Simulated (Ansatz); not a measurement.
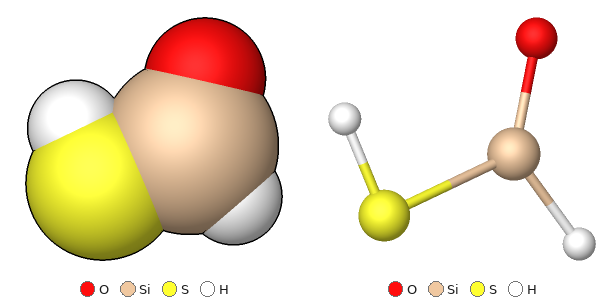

Both panels show the same species.

Question: Which formula does it have?

Answer: H2OSSi, 5 atoms: 2 hydrogen, 1 oxygen, 1 sulfur and 1 silicon.

Question: How many sets of symmetry-equivalent atoms are there?

Answer: 5: 1 O, 1 Si, 1 S, 1 H, 1 H.

More results for the same structure follow; atom numbers are the same in all pictures, views and colours differ. The computed structure is the end point of a PBE0-D4/def2-TZVP optimisation. No frequency run is at hand to confirm it as a minimum.

**Charges**

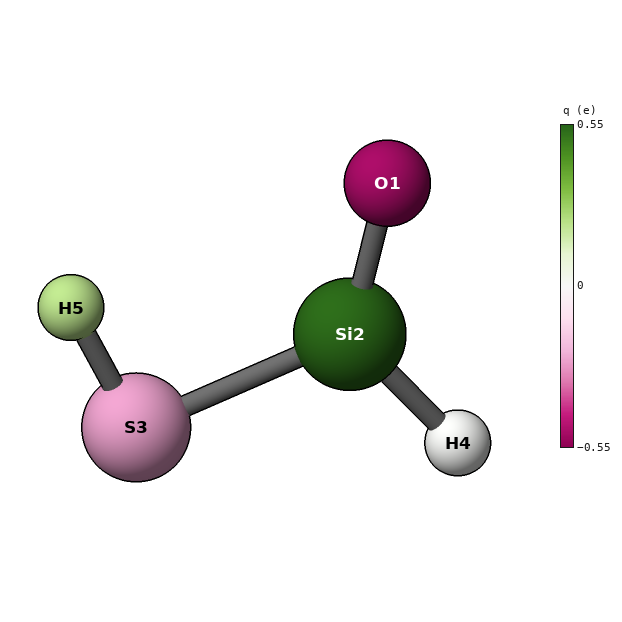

Atoms are coloured by their Mulliken charges. No frequency run is at hand to confirm it as a minimum. Properties computed with RKS PBE0-D4/def2-TZVP (Ansatz 0.2.0).

Question: Which atom carries the highest charge (most positive or least negative)?

Answer: Si2 (0.53 e).

Question: And the lowest?

Answer: O1 (−0.49 e).

List the Mulliken charges.

| atom | value (e) |
| --- | --- |
| O1 | −0.49 |
| Si2 | 0.53 |
| S3 | −0.25 |
| H4 | 0.01 |
| H5 | 0.21 |

**Electronic properties**

No frequency run is at hand to confirm it as a minimum. Properties computed with RKS PBE0-D4/def2-TZVPP (Ansatz 0.2.0).

Question: Give the HOMO energy (Kohn–Sham orbital) at this level.

Answer: −8.31 eV.

Question: Give the HOMO–LUMO gap at this level.

Answer: 6.67 eV.

**Dipole moment**

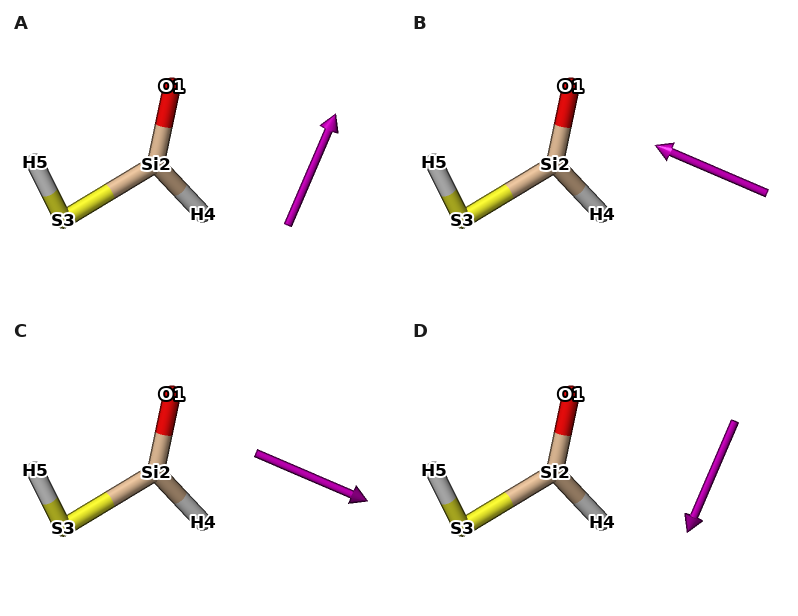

The same molecule four times, each with an arrow. No frequency run is at hand to confirm it as a minimum. Level of theory: RKS PBE0-D4/def2-TZVP (Ansatz 0.2.0).

Question: Which arrow points along the dipole moment, from the negative to the positive end?

Answer: D. The dipole moment is 3.13 D; it points from the side of O1 to the side of S3 (the outermost atoms at the two ends).

Mulliken values depend strongly on the basis set and can even reverse the polarity of a bond.
